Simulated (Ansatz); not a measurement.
**How methods differ on AlClO (SMILES [O]=[Al][Cl])**

AlClO: 3 atoms, total charge 0, spin state singlet. As SMILES, `[O]=[Al][Cl]`. Geometry: a GFN2-xTB relaxation, a rough one for these elements and not checked as a minimum.

```xyz
3

O     0.1075    1.6943    0.2460
Al    0.0093    0.1472    0.0214
Cl   -0.1168   -1.8415   -0.2673
```

Quantity: the electronic atomisation energy, in eV. The values are calculated. Electronic energies at fixed atoms, without zero-point motion or spin-orbit coupling.

```tsv
level	kind	program	value (eV)	less FCI/STO-3G
SVWN5/STO-3G	LDA	Ansatz	13.65	+4.32
revPBE/STO-3G	GGA	Ansatz	11.74	+2.41
PBE0/STO-3G	global hybrid	Ansatz	11.05	+1.72
HSE06/STO-3G	range-separated hybrid	Ansatz	11.08	+1.75
B2PLYP/STO-3G	double hybrid	Ansatz	10.45	+1.12
MP2/STO-3G	perturbation theory	Ansatz	9.14	-0.19
CCSDT(Q)/STO-3G	coupled cluster or CI	Ansatz	9.35	+0.02
FCI/STO-3G	exact in the basis	Ansatz	9.33	0.00
```

FCI/STO-3G is exact within its basis and frozen core, so for wave-function methods in that basis the difference is their error; functionals converge differently with the basis, so for them it is only a difference. The values span 9.14 to 13.65 eV. All rows use very small basis sets, so even the best lies far from the true value.

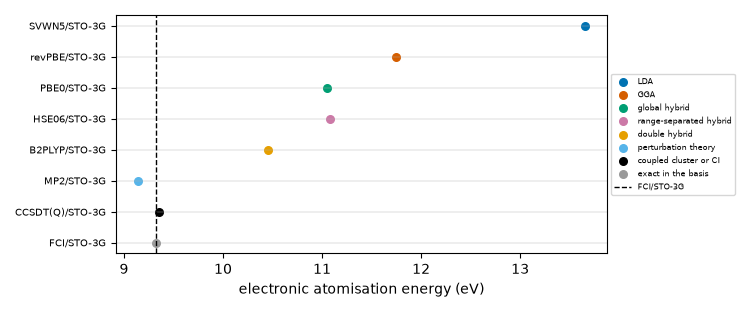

The values of the table, level by level.
